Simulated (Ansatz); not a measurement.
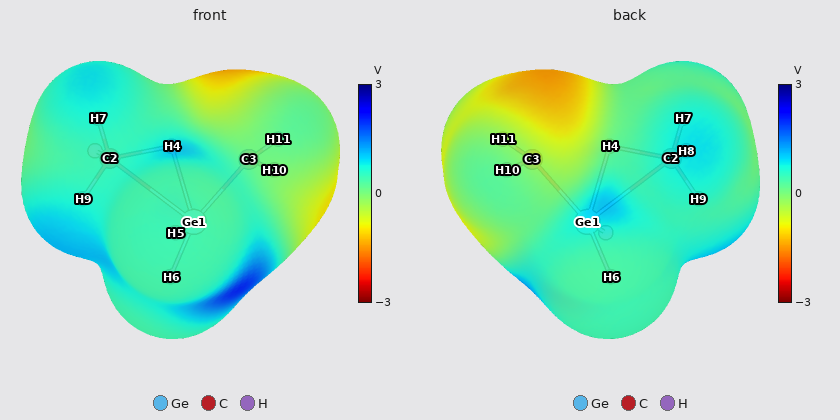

The picture shows: C$_{2}$H$_{8}$Ge. The molecular electrostatic potential painted on the density surface at 0.002 e/bohr³, seen from the front and from behind; the colour scale runs from red (negative) to blue (positive).

A transition-state structure; geometry: PBE0-D4/def2-TZVP.

These are results of Ansatz, RKS PBE0-D4/def2-TZVPP, not measurements.

Input file:

```
crystal:
  periodic: [false, false, false]
  atoms:
    - {symbol: Ge, position_ang: [-0.355521, -0.585446, -0.820894]}
    - {symbol: C, position_ang: [0.948037, 1.042379, 0.122405]}
    - {symbol: C, position_ang: [-1.104049, -0.968961, 0.841348]}
    - {symbol: H, position_ang: [0.043638, 0.234058, 0.715089]}
    - {symbol: H, position_ang: [-1.001272, 0.351829, -1.861697]}
    - {symbol: H, position_ang: [0.833924, -1.348452, -1.440555]}
    - {symbol: H, position_ang: [0.525366, 1.995863, 0.445047]}
    - {symbol: H, position_ang: [1.822358, 0.773520, 0.717638]}
    - {symbol: H, position_ang: [1.289351, 1.177340, -0.913477]}
    - {symbol: H, position_ang: [-0.840422, -1.940086, 1.255358]}
    - {symbol: H, position_ang: [-2.161410, -0.731945, 0.939837]}
basis:
  gaussian: {orbitals: def2-TZVPP}
hamiltonian: {xc: pbe0, dispersion: d4}
output: {orbitals: {seedname: orbitals}}
```

Launched as:

```sh
ansatz run in.yaml --threads 4 --pin off --events-out ev --progress --plain --max-ram 9574MiB
```

Describe the electrostatic potential map.

Answer. The most negative region (about −1.5 V, or −35 kcal/mol for a unit charge) lies over C3, the most positive (about +2.0 V, or +46 kcal/mol for a unit charge) over Ge1.
